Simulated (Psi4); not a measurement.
# QCISD/def2-TZVP (density fitting with def2-universal-jkfit, core potential) run of InH2F (SMILES [H][In]([H])[F])

Wanted: a single-point energy of InH2F. 

The calculation is run with Psi4 1.11.

1 further run of the same task is left out (set aside as unsound or not needed).

**1. The structure to begin with**

InH2F has 4 atoms, charge 0, and is taken as a singlet. As SMILES, `[H][In]([H])[F]`. The shape comes from GFN2-xTB, which is rough for such elements, and wasn't checked as a minimum.

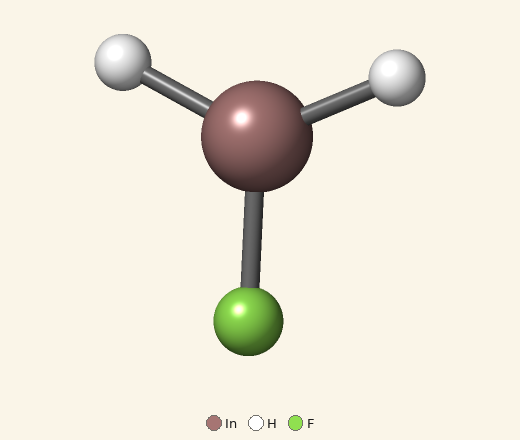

The structure, seen from a chosen angle (indium brown, hydrogen white, fluorine green).

**2. A single-point energy at QCISD/def2-TZVP (density fitting with def2-universal-jkfit, core potential)**

Input file fh2in.inp:

```
memory 1.6 GB

molecule molecule1 {
  0 1
  In     0.069180     0.117330    -0.000190
  H      1.751200    -0.073770     0.013580
  H     -0.891440     1.509340    -0.018860
  F     -0.928940    -1.552910     0.005460
  units angstrom
  no_reorient
  no_com
}

set num_frozen_docc 5
set df_basis_scf def2-universal-jkfit
set e_convergence 1e-07

energy_value, wavefunction = energy('qcisd/def2-TZVP', return_wfn=True)
print_variables()
```

Launch:

```bash
psi4 fh2in.inp fh2in.out -n 1
```

fh2in.out:

```text
[...]
    !!!  WARNING: ECP capability is in beta. Please check occupations closely.  !!!
[...]
  Running in c1 symmetry.
[...]
  Nuclear repulsion =   67.818386914689327
[...]
  Multiplicity = 1
[...]
  Nalpha       = 16
  Nbeta        = 16
[...]
    Number of basis functions: 93
[...]
   @RHF iter   1:  -289.77727137301059   -1.50413e+00   5.49955e-03 ADIIS/DIIS
[...]
   @RHF iter  11:  -289.86430831615036   -3.97904e-12   3.58495e-09 DIIS
[...]
    Orbital Energies [Eh]
    ---------------------
    Doubly Occupied:
       1A    -26.200700     2A     -5.403361     3A     -3.666211
       4A     -3.656347     5A     -3.655736     6A     -1.475886
       7A     -1.054105     8A     -1.049479     9A     -1.046046
      10A     -1.044235    11A     -1.040813    12A     -0.613796
      13A     -0.567851    14A     -0.560719    15A     -0.506170
      16A     -0.432154
[...]
  @RHF Final Energy:  -289.86430831615036
   => Energetics <=
    Nuclear Repulsion Energy =             67.8183869146893272
    One-Electron Energy =                -611.4181708897723411
    Two-Electron Energy =                 253.7354756589326712
    Total Energy =                       -289.8643083161503569
[...]
 Multipole Moments:
 ------------------------------------------------------------------------------------
     Multipole            Electronic (a.u.)      Nuclear  (a.u.)        Total (a.u.)
 ------------------------------------------------------------------------------------
 L = 1.  Multiply by 2.5417464519 to convert [e a0] to [Debye]
 Dipole X            :         12.0261129          -11.4289124            0.5972005
 Dipole Y            :         20.0468550          -19.0421844            1.0046706
 Dipole Z            :         -0.0782363            0.0753434           -0.0028929
 Magnitude           :                                                    1.1687685
[...]
      * MP2 total energy:                   -290.403541244022
[...]
      * MP3 total energy:                   -290.397757458104
[...]
      * QCISD total energy:                 -290.411393629248
[...]
```

Wall time 13 s (1 thread of Intel Xeon 6975P-C (Granite Rapids), shared host); peak memory 0.71 GiB.

**3. What came out**

Level: QCISD/def2-TZVP (density fitting with def2-universal-jkfit, core potential), 5 core orbitals frozen.

```
                                   quantity          value
                               total energy  -290.41139 Eh
        HOMO energy (Hartree–Fock orbitals)      -11.76 eV
        LUMO energy (Hartree–Fock orbitals)        0.48 eV
      HOMO–LUMO gap (Hartree–Fock orbitals)       12.24 eV
correlation energy (5 core orbitals frozen)     -547.1 mEh
                              T1 diagnostic          0.017
```
